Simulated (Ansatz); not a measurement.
CH7FO2Si2 (SMILES C[SiH](O)[SiH](O)F)

Input file:

```
crystal:
  periodic: [false, false, false]
  atoms:
    - {symbol: C, position_ang: [-1.353913, 1.541485, -0.603844]}
    - {symbol: Si, position_ang: [-0.564369, -0.140281, -0.656345]}
    - {symbol: O, position_ang: [-1.558903, -1.215325, 0.112809]}
    - {symbol: Si, position_ang: [1.502204, -0.262841, 0.461885]}
    - {symbol: O, position_ang: [1.427468, -1.753749, 1.157476]}
    - {symbol: F, position_ang: [1.626931, 0.859205, 1.605025]}
    - {symbol: H, position_ang: [-1.452747, 1.895957, 0.423919]}
    - {symbol: H, position_ang: [-0.755070, 2.265249, -1.162892]}
    - {symbol: H, position_ang: [-2.348957, 1.504533, -1.054518]}
    - {symbol: H, position_ang: [-0.345816, -0.541849, -2.079067]}
    - {symbol: H, position_ang: [-1.118839, -1.947328, 0.551103]}
    - {symbol: H, position_ang: [2.756882, -0.128555, -0.330048]}
    - {symbol: H, position_ang: [2.205429, -2.111200, 1.589299]}
basis:
  gaussian: {orbitals: def2-TZVPP}
hamiltonian: {xc: pbe0, dispersion: d4}
output: {orbitals: {seedname: orbitals}}
```

Run with:

```sh
ansatz run in.yaml --threads 2 --pin off --events-out ev --progress --plain --max-ram 32768MiB --backend cpu
```

Geometry: PBE0-D4/def2-TZVP.

These are results of Ansatz 0.2.0, RKS PBE0-D4/def2-TZVPP, not measurements.

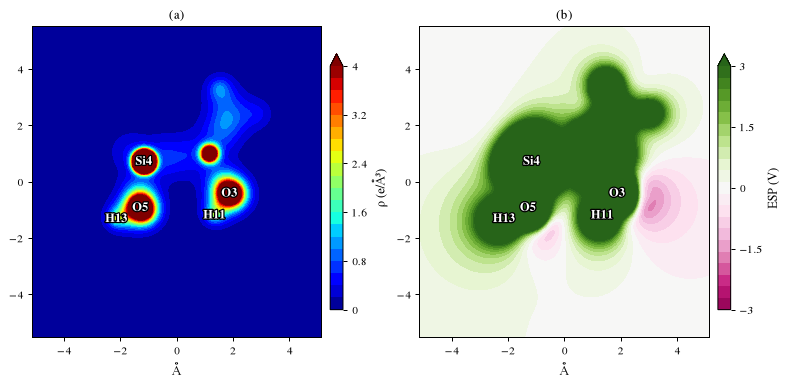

Figure 1. (a) electron density; (b) molecular electrostatic potential on the plane of atoms Si4, O5 and H13.

What does the map show?

Answer.
- The plane passes through O, Si and H nuclei.
- Si–O (1.65 Å): ρ is about 1.2 e/Å³ halfway.
- O–H (0.96 Å): the density is about 3.8 e/Å³ at the midpoint.
- Outside the dense part of the molecule the potential is most negative (−1.6 V) near O3.

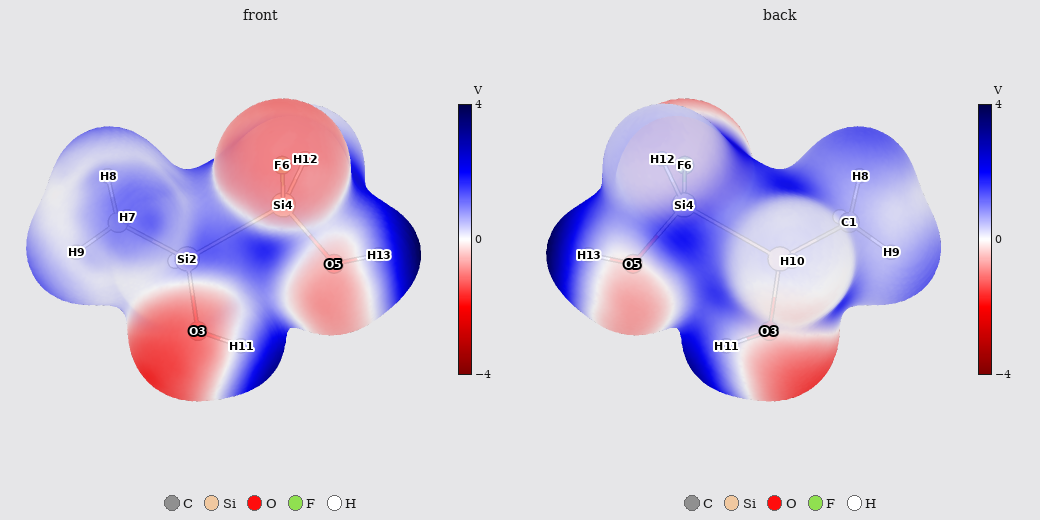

Figure 2. The electrostatic potential painted on the density surface at 0.004 e/bohr³, seen from the front and from behind; red is negative and blue positive.

Describe the electrostatic potential map.

Answer. The most negative region (about −1.6 V, or −37 kcal/mol for a unit charge) lies over O3, the most positive (about +3.7 V, or +85 kcal/mol for a unit charge) over H13. O3 is the likeliest acceptor of a hydrogen bond.

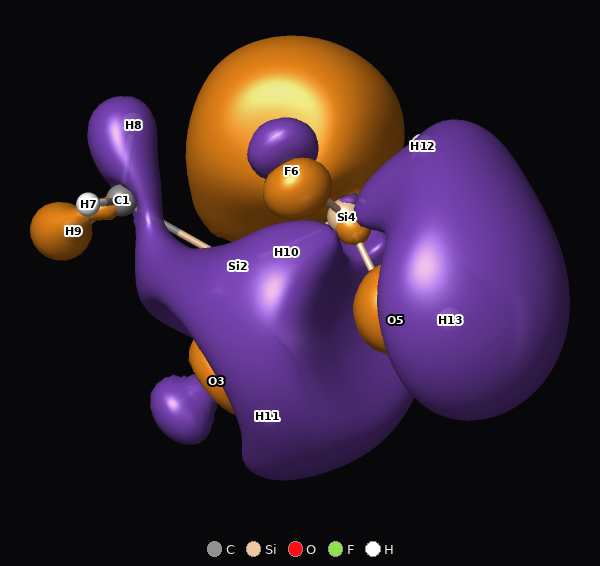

Figure 3. The LUMO at ±0.06 Å⁻³ᐟ² (orange and purple are the two phases), seen at a tilt.

Where does this orbital lie, and at what energy?

Answer. By Hirshfeld shares it lies mainly on Si4 (about 30 %), Si2 (about 25 %), H13 (about 10 %), O5 (about 10 %) and O3 (about 5 %). Its energy is −0.45 eV.
